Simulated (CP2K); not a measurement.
**GFN1-xTB run of BSnNH4 (SMILES [BH]1[NH][SnH2]1)**

Aim: the energy difference between two shapes of BSnNH4 at GFN1-xTB, from 2 runs. 

Program for the calculation: CP2K 2026.2.

1 further run of the same task is left out (set aside as unsound or not needed).

### 1 The structure to begin with

BSnNH4: 7 atoms, total charge 0, spin state singlet. As SMILES, `[BH]1[NH][SnH2]1`. Geometry: a rough force-field guess.

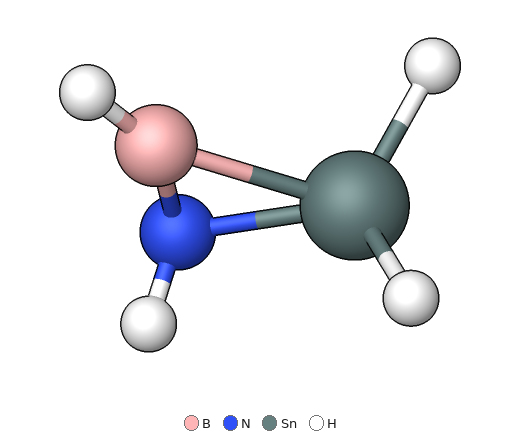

The structure, seen from a chosen angle (boron pink, nitrogen blue, tin teal, hydrogen white).

### 2 Energy and forces at GFN1-xTB

run.inp

```
&global
  project run
  run_type ENERGY_FORCE
  print_level MEDIUM
&end global

&force_eval
  method QS
  &dft
    # Quickstep
    &qs
      method XTB
      eps_default 1.0E-10
      &xtb
        gfn_type 1
        check_atomic_charges F
      &end xtb
    &end qs
    # isolated system
    &poisson
      periodic NONE
      poisson_solver ANALYTIC
    &end poisson
    &scf
      scf_guess ATOMIC
      eps_scf 1.0E-06
      max_scf 80
      &diagonalization
        algorithm STANDARD
      &end diagonalization
      &mixing
        method BROYDEN_MIXING
        alpha 0.3
        nbuffer 8
      &end mixing
    &end scf
    &print
      &moments
        periodic F
        reference COM
        max_moment 1
      &end moments
      &mo ON
        energies T
        occupation_numbers T
        ndigits 6
        &each
          qs_scf 0
        &end each
        add_last NUMERIC
      &end mo
      &hirshfeld OFF
      &end hirshfeld
    &end print
  &end dft
  &subsys
    &cell
      abc 13.9 12.8 13.9
      periodic NONE
    &end cell
    &coord
      B     -0.999900    -0.614000    -0.219100
      N     -0.417400     0.570300    -0.999900
      Sn     0.789200     0.558000     0.554400
      H     -1.780300    -1.416900    -0.145000
      H      0.092200     0.138600    -1.825500
      H      0.257400     1.340900     2.035200
      H      2.120100    -0.644800     0.554300
    &end coord
    &topology
      &center_coordinates
      &end center_coordinates
    &end topology
  &end subsys
  &print
    &forces ON
    &end forces
  &end print
&end force_eval
```

Started as:

```sh
$ OMP_NUM_THREADS=1 cp2k.psmp run.inp > run.out
```

Output:

```text
CP2K| version string:                                       CP2K version 2026.2
[...]
 GLOBAL| Method name                                                        CP2K
[...]
 GLOBAL| Run type                                                   ENERGY_FORCE
[...]
                             - Atoms:                                          7
[...]
                             - Spherical basis functions:                     25
[...]
 Number of electrons:                                                         16
[...]
     1 NoMix/Diag. 0.30E+00    0.0     0.95068927        -8.9864240267 -8.99E+00
[...]
    63 Broy./Diag. 0.30E+00    0.0     0.00000053        -9.0862538429  4.22E-07
  *** SCF run converged in    63 steps ***
[...]
 TB_DIPOLE| Moment [Debye]          0.74995528      -0.74984675       0.50707741
 TB_DIPOLE| Derivative [a.u.]       0.00000000       0.00000000       0.00000000
[...]
 ENERGY| Total FORCE_EVAL ( QS ) energy [hartree]             -9.086253788549367
 FORCES| Atomic forces [hartree/bohr]
 FORCES|   Atom     x               y               z               |f|
 FORCES|      1  5.67548222E-02  4.81332843E-02  2.69062477E-02   7.91319725E-02
 FORCES|      2 -3.38903159E-02 -5.41061065E-02 -6.40975939E-02   9.04683691E-02
 FORCES|      3  3.71736148E-02 -6.18623331E-03  4.32072422E-02   5.73324769E-02
 FORCES|      4 -2.55323969E-02 -1.28196613E-02 -2.02327111E-02   3.50087076E-02
 FORCES|      5 -1.98889410E-02  2.51340194E-02  2.49105566E-02   4.05934075E-02
 FORCES|      6  2.53275993E-03 -1.07682575E-02 -1.50984833E-02   1.87172231E-02
 FORCES|      7 -1.71495432E-02  1.06129548E-02  4.40474168E-03   2.06432408E-02
 FORCES| Sum    -3.81639165E-17 -1.57859836E-16 -2.60208521E-18
 FORCES| Total atomic force                                       1.62428394E-16
[...]
```

It took 0.32 s on 1 thread of Arm Neoverse V2, shared host.

### 3 The distorted shape, same level

gas.inp

```
&FORCE_EVAL
    METHOD QS
    &DFT
        &QS
            METHOD XTB
            EPS_DEFAULT 1.0E-10
            &XTB
                GFN_TYPE 1
                CHECK_ATOMIC_CHARGES F
            &END
        &END
        &POISSON
            PERIODIC NONE
            POISSON_SOLVER ANALYTIC
        &END
        &SCF
            SCF_GUESS ATOMIC
            EPS_SCF 1.0E-06
            MAX_SCF 80
            &DIAGONALIZATION
                ALGORITHM STANDARD
            &END
            &MIXING
                METHOD BROYDEN_MIXING
                ALPHA 0.3
                NBUFFER 8
            &END
        &END
        &PRINT
            &MOMENTS
                PERIODIC F
                REFERENCE COM
                MAX_MOMENT 1
            &END
            &MO ON
                ENERGIES T
                OCCUPATION_NUMBERS T
                NDIGITS 6
                &EACH
                    QS_SCF 0
                &END
                ADD_LAST NUMERIC
            &END
            &HIRSHFELD OFF
            &END
        &END
    &END
    &SUBSYS
        &CELL
            ABC 13.9 12.7 13.9
            PERIODIC NONE
        &END
        &COORD
            B     -1.005686    -0.648781    -0.225541
            N     -0.389413     0.554703    -1.027739
            Sn     0.787626     0.527147     0.561183
            H     -1.782150    -1.423422    -0.174136
            H      0.068555     0.096899    -1.848860
            H      0.233447     1.305831     2.085844
            H      2.101849    -0.630352     0.547397
        &END
        &TOPOLOGY
            &CENTER_COORDINATES
            &END
        &END
    &END
    &PRINT
        &FORCES ON
        &END
    &END
&END

&GLOBAL
    PROJECT_NAME gas
    RUN_TYPE ENERGY_FORCE
    PRINT_LEVEL MEDIUM
&END
```

Started as:

```sh
$ OMP_NUM_THREADS=1 cp2k.psmp gas.inp > gas.out
```

Output:

```text
CP2K| version string:                                       CP2K version 2026.2
[...]
 GLOBAL| Method name                                                        CP2K
[...]
 GLOBAL| Run type                                                   ENERGY_FORCE
[...]
                             - Atoms:                                          7
[...]
                             - Spherical basis functions:                     25
[...]
 Number of electrons:                                                         16
[...]
     1 NoMix/Diag. 0.30E+00    0.0     1.02334703        -8.9746073111 -8.97E+00
[...]
    64 Broy./Diag. 0.30E+00    0.0     0.00000059        -9.0837652769  5.16E-07
  *** SCF run converged in    64 steps ***
[...]
 TB_DIPOLE| Moment [Debye]          0.90628005      -0.84312568       0.64307114
 TB_DIPOLE| Derivative [a.u.]       0.00000000       0.00000000       0.00000000
[...]
 ENERGY| Total FORCE_EVAL ( QS ) energy [hartree]             -9.083765217346027
 FORCES| Atomic forces [hartree/bohr]
 FORCES|   Atom     x               y               z               |f|
 FORCES|      1  7.55663336E-02  6.51888259E-02  2.80329303E-02   1.03661463E-01
 FORCES|      2 -4.03822842E-02 -5.07615688E-02 -5.24811878E-02   8.34370470E-02
 FORCES|      3  1.39983166E-02 -1.23782299E-02  4.65381744E-02   5.01495276E-02
 FORCES|      4 -3.66623027E-02 -2.33761645E-02 -2.09522765E-02   4.82655922E-02
 FORCES|      5 -1.11069323E-02  2.28121862E-02  1.77922001E-02   3.09890653E-02
 FORCES|      6  7.95681866E-03 -1.00613335E-02 -2.30305705E-02   2.63618772E-02
 FORCES|      7 -9.36994975E-03  8.57628457E-03  4.10072997E-03   1.33478313E-02
 FORCES| Sum     4.51028104E-17  1.28369537E-16  3.29597460E-17
 FORCES| Total atomic force                                       1.39997666E-16
[...]
```

Wall time 0.3 s (1 thread of Arm Neoverse V2, shared host).

### 4 Outcome

At GFN1-xTB:

```
                                                  quantity         value
                                 first shape: total energy   -9.08625 Eh
    first shape: dipole moment (from atomic charges alone)        1.18 D
                                  first shape: HOMO energy      -8.89 eV
                            first shape: dispersion energy  -4.51 kJ/mol
                     first shape: largest force on an atom    4.652 eV/Å
                             distorted shape: total energy   -9.08377 Eh
distorted shape: dipole moment (from atomic charges alone)        1.39 D
                              distorted shape: HOMO energy      -8.92 eV
                        distorted shape: dispersion energy  -4.50 kJ/mol
                 distorted shape: largest force on an atom    5.330 eV/Å
                    energy change with the atoms displaced      0.068 eV
```

In words: With the atoms displaced the energy rises by 0.07 eV (1.6 kcal/mol). The first shape isn't relaxed at this level, so the change isn't measured from a minimum. The largest force (first shape) is 4.65 eV/Å: the shape isn't a stationary point for this species at this level. The dipole (first shape) comes from point charges on the atoms alone, without atomic dipoles, so it is partial. The dipole (distorted shape) comes from point charges on the atoms alone, without atomic dipoles, so it is partial.
